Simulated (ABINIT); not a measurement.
# SiC (Moissanite): G0W0 in ABINIT against the bands in the self-energy

Wanted: the cheapest bands in the self-energy that holds the gap of SiC (Moissanite).

Main program and level: ABINIT 10.8.3; LDA and many-body steps on it, plane waves.

### 1. The starting structure

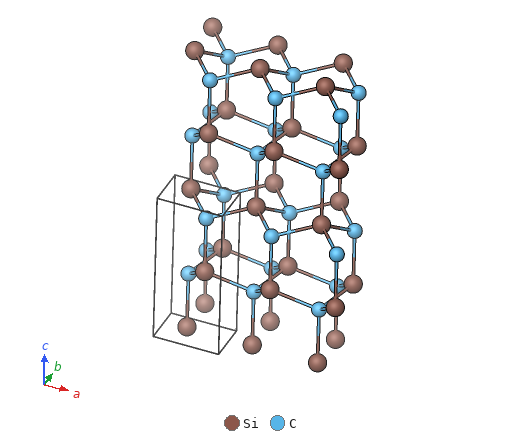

The cell as given, slightly off an axis (silicon brown, carbon blue). 3×2×2 cells are drawn. Some periodic images of atoms are drawn too.

Coordinates:

```cif
data_structure
_symmetry_space_group_name_H-M 'P 1'
_symmetry_Int_Tables_number 1
_cell_length_a 3.0760
_cell_length_b 3.0760
_cell_length_c 5.0480
_cell_angle_alpha 90.000
_cell_angle_beta 90.000
_cell_angle_gamma 120.000
_cell_volume 41.36
loop_
_atom_site_label
_atom_site_type_symbol
_atom_site_fract_x
_atom_site_fract_y
_atom_site_fract_z
_atom_site_occupancy
Si1 Si 0.33333 0.66667 0.00000 1
Si2 Si 0.66667 0.33333 0.50000 1
C3 C 0.33333 0.66667 0.38500 1
C4 C 0.66667 0.33333 0.88500 1
```

The cell and positions come from the Crystallography Open Database and are kept as given unless a step says otherwise.

### 2. Screening, 3×3×2 mesh, 131 bands, screening to 217.7 eV

This step: ABINIT 10.8.3; RPA screening on LDA, plane waves, norm-conserving pseudopotentials.

The RPA dielectric matrix is built and inverted for each q.

Input file run.abi:

```
acell 3*1.0 Angstrom
rprim 
  3.075999999976 0.000000000005 0.000000000000
  -1.537999999993 2.663894142018 0.000000000000
  0.000000000000 0.000000000000 5.048000000000
ntypat 2
znucl 14 6
natom 4
typat 1 1 2 2
xred 
  0.333333333333 0.666666666667 0.000000000000
  0.666666666667 0.333333333333 0.500000000000
  0.333333333333 0.666666666667 0.385000000000
  0.666666666667 0.333333333333 0.885000000000
pp_dirpath "pseudos"
pseudos "Si.upf, C.upf"
ecut 37
ngkpt 3 3 2
nshiftk 1
shiftk 0 0 0
kptopt 1
chksymbreak 0
istwfk *1
occopt 1
irdwfk 1
optdriver 3
nband 131
ecuteps 8
inclvkb 2
awtr 1
symchi 1
indata_prefix "in"
outdata_prefix "out"
tmpdata_prefix "tmp"
```

On the command line:

```bash
$ OMP_NUM_THREADS=1 mpirun -n 4 abinit run.abi > log
```

Output:

```text
.Version 10.8.3 of ABINIT. v10.8.2 released Aug 2026.

 Symmetries : space group P6_3 m c (#186); Bravais hP (primitive hexag.)
[... echo of the input left out ...]
== DATASET  1 ==================================================================
-   mpi_nproc: 4, omp_nthreads: 1 (-1 if OMP is not activated)

--- !DatasetInfo
iteration_state: {dtset: 1, }
dimensions: {natom: 4, nkpt: 6, mband: 131, nsppol: 1, nspinor: 1, nspden: 1, mpw: 3018, }
cutoff_energies: {ecut:  37.0, pawecutdg:  -1.0, }
electrons: {nelect:   1.60000000E+01, charge:   0.00000000E+00, occopt:   1.00000000E+00, tsmear:   1.00000000E-02, }

 SCREENING: Calculation of the susceptibility and dielectric matrices

 Based on a program developped by R.W. Godby, V. Olevano, G. Onida, and L. Reining.
 Incorporated in ABINIT by V. Olevano, G.-M. Rignanese, and M. Torrent.
.Using double precision arithmetic ; gwpc =  8

[... cell and pseudopotentials left out ...]
--------------------------------------------------------------------------------

 ==== K-mesh for the wavefunctions ====
 Number of points in the irreducible wedge :     6
[... list of points left out ...]
 Together with 12 symmetry operations and time-reversal symmetry
 yields    18 points in the full Brillouin Zone.

 ==== Q-mesh for the screening function ====
 Number of points in the irreducible wedge :     6
[... list of points left out ...]
 Together with 12 symmetry operations and time-reversal symmetry
 yields    18 points in the full Brillouin Zone.

 setmesh: FFT mesh size selected  =    24x   24x   40
          total number of points  =        23040

 vcoul_init : cutoff-mode = AUXILIARY_FUNCTION
 q-points for optical limit:   1
     1)      0.000010    0.000020    0.000030

- screening: taking advantage of time-reversal symmetry
- Maximum band index for partially occupied states nbvw = 8
- Remaining bands to be divided among processors   nbcw = 123
- Number of bands treated by each node ~30

 Number of electrons calculated from density =   16.0000; Expected =   16.0000
 average of density, n =  0.057319
 r_s =    1.6089
 omega_plasma =   23.0944 [eV]

 calculating chi0 at frequencies [eV] :
  1    0.000000E+00    0.000000E+00
  2    0.000000E+00    2.309436E+01

--------------------------------------------------------------------------------
  q-point number  1        q = ( 0.000000, 0.000000, 0.000000) [r.l.u.]
--------------------------------------------------------------------------------
[... chi0 elements left out ...]
 For q-point:  0.000010 0.000020 0.000030
  dielectric constant =   8.7893
  dielectric constant without local fields =   9.6306

  Average fulfillment of the sum rule on Im[epsilon] for q-point    1 :     87.68  [%]
[... wings left out ...]
  q-point number  2        q = ( 0.333333, 0.000000, 0.000000) [r.l.u.]
--------------------------------------------------------------------------------
[... chi0 elements left out ...]
  Average fulfillment of the sum rule on Im[epsilon] for q-point    2 :     90.25  [%]

 [... 4 further q-points ...]
```

Run time: 15 s. Hardware: 4 MPI ranks of Arm Neoverse V1, shared host; peak memory 0.64 GiB; 58 s of CPU time.

This step gave:

```
ε∞ with local fields, on this mesh, along the program's q direction : 8.789
the same without local fields                                       : 9.631
plasma frequency                                                    : 23.09 eV
plane waves in the screening matrix                                 : 313
```

Local fields lower ε∞ by 9 %. On a Γ-centred mesh this coarse the value itself is usually too large, while a short band sum pulls it down.

### 3. 16 bands

This step: G0W0 on LDA, plane waves, norm-conserving pseudopotentials.

Changes to run.abi since step 2:

```diff
@@ -25,8 +25,19 @@
 irdwfk 1
-optdriver 3
-nband 131
+optdriver 4
+nband 16
+gwcalctyp 0
+ecutsigx 37
+symsigma 1
+nkptgw 3
+kptgw 
+  0.0000000000 0.0000000000 0.0000000000
+  0.3333333333 0.3333333333 0.0000000000
+  0.3333333333 0.0000000000 0.0000000000
+bdgw 
+  6 10
+  7 10
+  7 10
 ecuteps 8
-inclvkb 2
-awtr 1
-symchi 1
+irdscr 1
+ppmodel 1
 indata_prefix "in"
```

Output:

```text
.Version 10.8.3 of ABINIT. v10.8.2 released Aug 2026.

 Symmetries : space group P6_3 m c (#186); Bravais hP (primitive hexag.)
[... echo of the input left out ...]
== DATASET  1 ==================================================================
-   mpi_nproc: 4, omp_nthreads: 1 (-1 if OMP is not activated)

--- !DatasetInfo
iteration_state: {dtset: 1, }
dimensions: {natom: 4, nkpt: 6, mband: 16, nsppol: 1, nspinor: 1, nspden: 1, mpw: 3018, }
cutoff_energies: {ecut:  37.0, pawecutdg:  -1.0, }
electrons: {nelect:   1.60000000E+01, charge:   0.00000000E+00, occopt:   1.00000000E+00, tsmear:   1.00000000E-02, }

 SIGMA: Calculation of the GW corrections

 Based on a program developped by R.W. Godby, V. Olevano, G. Onida, and L. Reining.
 Incorporated in ABINIT by V. Olevano, G.-M. Rignanese, and M. Torrent.
.Using double precision arithmetic ; gwpc =  8

[... cell and pseudopotentials left out ...]
--------------------------------------------------------------------------------

 ==== K-mesh for the wavefunctions ====
 Number of points in the irreducible wedge :     6
[... list of points left out ...]
 Together with 12 symmetry operations and time-reversal symmetry
 yields    18 points in the full Brillouin Zone.

 ==== Q-mesh for screening function ====
 Number of points in the irreducible wedge :     6
[... list of points left out ...]
 Together with 12 symmetry operations and time-reversal symmetry
 yields    18 points in the full Brillouin Zone.

 vcoul_init : cutoff-mode = AUXILIARY_FUNCTION
 q-points for optical limit:   1
     1)      0.000010    0.000020    0.000030
 setmesh: FFT mesh size selected  =    27x   27x   54
          total number of points  =        39366

 Number of electrons calculated from density =   16.0000; Expected =   16.0000
 average of density, n =  0.057319
 r_s =    1.6089
 omega_plasma =   23.0944 [eV]

 === KS Band Gaps ===
  >>>> For spin  1
   Minimum direct gap =   4.3111 [eV], located at k-point      :   0.3333  0.0000  0.0000
   Fundamental gap    =   2.2220 [eV], Top of valence bands at :   0.0000  0.0000  0.0000
                                       Bottom of conduction at :   0.3333  0.3333  0.0000
 SIGMA fundamental parameters:
 PLASMON POLE MODEL  1
 number of plane-waves for SigmaX                 2997
 number of plane-waves for SigmaC and W            313
 number of plane-waves for wavefunctions          2997
 number of bands                                    16
 number of independent spin polarizations            1
 number of spinorial components                      1
 number of k-points in IBZ                           6
 number of q-points in IBZ                           6
 number of symmetry operations                      12
 number of k-points in BZ                           18
 number of q-points in BZ                           18
 number of frequencies for dSigma/dE                 9
 frequency step for dSigma/dE [eV]                0.25
 number of omega for Sigma on real axis              0
 max omega for Sigma on real axis  [eV]           0.00
 zcut for avoiding poles [eV]                     0.10

 EPSILON^-1 parameters (SCR file):
 dimension of the eps^-1 matrix on file            313
 dimension of the eps^-1 matrix used               313
 number of plane-waves for wavefunctions          2997
 number of bands                                   131
 number of q-points in IBZ                           6
 number of frequencies                               2
 number of real frequencies                          1
 number of imag frequencies                          1

 matrix elements of self-energy operator (all in [eV])

 Perturbative Calculation

--- !SelfEnergy_ee
iteration_state: {dtset: 1, }
kpoint     : [   0.000,    0.000,    0.000, ]
spin       : 1
KS_gap     :    4.582
QP_gap     :    5.462
Delta_QP_KS:    0.880
data: !SigmaeeData |
     Band     E0 <VxcDFT>   SigX SigC(E0)      Z dSigC/dE  Sig(E)    E-E0       E
        6   7.133 -14.990 -17.767   4.165   0.814  -0.229 -13.861   1.129   8.261
        7   7.133 -14.990 -17.767   4.165   0.814  -0.229 -13.861   1.129   8.261
        8   7.406 -14.790 -16.951   3.675   0.816  -0.225 -13.554   1.236   8.642
        9  11.988 -12.231  -6.614  -3.070   0.831  -0.203 -10.114   2.116  14.104
       10  13.440 -12.726  -6.990  -3.300   0.823  -0.216 -10.722   2.004  15.444

--- !SelfEnergy_ee
iteration_state: {dtset: 1, }
kpoint     : [   0.333,    0.333,    0.000, ]
spin       : 1
KS_gap     :    6.273
QP_gap     :    7.496
Delta_QP_KS:    1.223
data: !SigmaeeData |
     Band     E0 <VxcDFT>   SigX SigC(E0)      Z dSigC/dE  Sig(E)    E-E0       E
        7   3.355 -12.968 -16.502   4.170   0.800  -0.249 -12.459   0.508   3.863
[...]
--- !SelfEnergy_ee
iteration_state: {dtset: 1, }
kpoint     : [   0.333,    0.000,    0.000, ]
spin       : 1
KS_gap     :    4.311
QP_gap     :    5.375
Delta_QP_KS:    1.064
data: !SigmaeeData |
     Band     E0 <VxcDFT>   SigX SigC(E0)      Z dSigC/dE  Sig(E)    E-E0       E
[...]
8   6.203 -14.579 -17.688   4.267   0.811  -0.234 -13.641   0.938   7.141
        9  10.514 -10.835  -5.676  -2.787   0.844  -0.185  -8.833   2.002  12.516
       10  12.172 -11.492  -6.132  -2.770   0.837  -0.195  -9.324   2.168  14.341

== END DATASET(S) ==============================================================
================================================================================

 -outvars: echo values of variables after computation  --------
           etotal      0.0000000000E+00
            nband          16
             nkpt           6
          spgroup         186
 [... the other variables as echoed above ...]

 Calculation completed.
```

Wall time 4.7 s (4 MPI ranks); peak memory 0.47 GiB; 18 s of CPU time.

Numbers from this step:

- G0W0 gap on the points computed: 2.718 eV
- starting gap on the mesh: 2.222 eV
- k of the valence top: 0, 0, 0
- k of the conduction bottom: 0.3333, 0.3333, 0
- Z at the valence top: 0.816
- Z at the conduction bottom: 0.847
- least direct G0W0 gap on the computed points: 5.375 eV

### 4. 19 bands

Changes to run.abi since step 3:

```diff
@@ -26,3 +26,3 @@
 optdriver 4
-nband 16
+nband 19
 gwcalctyp 0
```

Output:

```text
.Version 10.8.3 of ABINIT. v10.8.2 released Aug 2026.

 Symmetries : space group P6_3 m c (#186); Bravais hP (primitive hexag.)
[... echo of the input left out ...]
== DATASET  1 ==================================================================
-   mpi_nproc: 4, omp_nthreads: 1 (-1 if OMP is not activated)

--- !DatasetInfo
iteration_state: {dtset: 1, }
dimensions: {natom: 4, nkpt: 6, mband: 19, nsppol: 1, nspinor: 1, nspden: 1, mpw: 3018, }
cutoff_energies: {ecut:  37.0, pawecutdg:  -1.0, }
electrons: {nelect:   1.60000000E+01, charge:   0.00000000E+00, occopt:   1.00000000E+00, tsmear:   1.00000000E-02, }

 SIGMA: Calculation of the GW corrections

 Based on a program developped by R.W. Godby, V. Olevano, G. Onida, and L. Reining.
 Incorporated in ABINIT by V. Olevano, G.-M. Rignanese, and M. Torrent.
.Using double precision arithmetic ; gwpc =  8

[... cell and pseudopotentials left out ...]
--------------------------------------------------------------------------------

 ==== K-mesh for the wavefunctions ====
 Number of points in the irreducible wedge :     6
[... list of points left out ...]
 Together with 12 symmetry operations and time-reversal symmetry
 yields    18 points in the full Brillouin Zone.

 ==== Q-mesh for screening function ====
 Number of points in the irreducible wedge :     6
[... list of points left out ...]
 Together with 12 symmetry operations and time-reversal symmetry
 yields    18 points in the full Brillouin Zone.

 vcoul_init : cutoff-mode = AUXILIARY_FUNCTION
 q-points for optical limit:   1
     1)      0.000010    0.000020    0.000030
 setmesh: FFT mesh size selected  =    27x   27x   54
          total number of points  =        39366

 Number of electrons calculated from density =   16.0000; Expected =   16.0000
[...]
number of plane-waves for wavefunctions          2997
 number of bands                                   131
 number of q-points in IBZ                           6
 number of frequencies                               2
 number of real frequencies                          1
 number of imag frequencies                          1

 matrix elements of self-energy operator (all in [eV])

 Perturbative Calculation

--- !SelfEnergy_ee
iteration_state: {dtset: 1, }
kpoint     : [   0.000,    0.000,    0.000, ]
spin       : 1
KS_gap     :    4.582
QP_gap     :    5.322
Delta_QP_KS:    0.740
data: !SigmaeeData |
     Band     E0 <VxcDFT>   SigX SigC(E0)      Z dSigC/dE  Sig(E)    E-E0       E
        6   7.133 -14.990 -17.767   3.839   0.808  -0.237 -14.131   0.858   7.991
        7   7.133 -14.990 -17.767   3.839   0.808  -0.237 -14.131   0.858   7.991
        8   7.406 -14.790 -16.951   3.414   0.812  -0.231 -13.773   1.017   8.423
[...]
--- !SelfEnergy_ee
iteration_state: {dtset: 1, }
kpoint     : [   0.333,    0.333,    0.000, ]
spin       : 1
KS_gap     :    6.273
QP_gap     :    7.440
Delta_QP_KS:    1.167
data: !SigmaeeData |
     Band     E0 <VxcDFT>   SigX SigC(E0)      Z dSigC/dE  Sig(E)    E-E0       E
[...]
--- !SelfEnergy_ee
iteration_state: {dtset: 1, }
kpoint     : [   0.333,    0.000,    0.000, ]
spin       : 1
KS_gap     :    4.311
QP_gap     :    5.266
Delta_QP_KS:    0.955
data: !SigmaeeData |
     Band     E0 <VxcDFT>   SigX SigC(E0)      Z dSigC/dE  Sig(E)    E-E0       E
[...]
9  10.514 -10.835  -5.676  -3.216   0.836  -0.197  -9.212   1.623  12.137
       10  12.172 -11.492  -6.132  -3.122   0.830  -0.205  -9.635   1.857  14.029

== END DATASET(S) ==============================================================
================================================================================

 -outvars: echo values of variables after computation  --------
           etotal      0.0000000000E+00
            nband          19
             nkpt           6
          spgroup         186
 [... the other variables as echoed above ...]

 Calculation completed.
```

The job ended after 5.1 s (4 MPI ranks; peak memory 0.47 GiB).

Numbers from this step:

* G0W0 gap on the points computed: 2.701 eV
* starting gap on the mesh: 2.222 eV
* k of the valence top: 0, 0, 0
* k of the conduction bottom: 0.3333, 0.3333, 0
* Z at the valence top: 0.812
* Z at the conduction bottom: 0.842
* least direct G0W0 gap on the computed points: 5.266 eV

(Continued in part 2 of 2.)

[Paths, hosts, dates, memory and timing lines, banners, echoed tables and standing remarks are left out of the program output.]

[Logs are printed without paths, hosts, clocks, repeated set-up lines and the standing remarks that a program may print on its own settings, such as how far it seeks lower states.]

[Runs of the session that timed out or met a known fault of the program may be left out.]

[Hosts, paths, dates, database ids (printed as entryN), source tags and the programs' standing remarks are cut or masked in the printed files.]

[G0W0 gaps are taken among the corrected bands and points alone; a level outside them can change the order at an edge.]

[Where Ansatz stands beside ABINIT at settings called matched, ABINIT's density can come from a denser mesh and the files from another edition; pairs whose starting gaps differed by over 0.03 eV were left out, so agreement reads better than it is.]
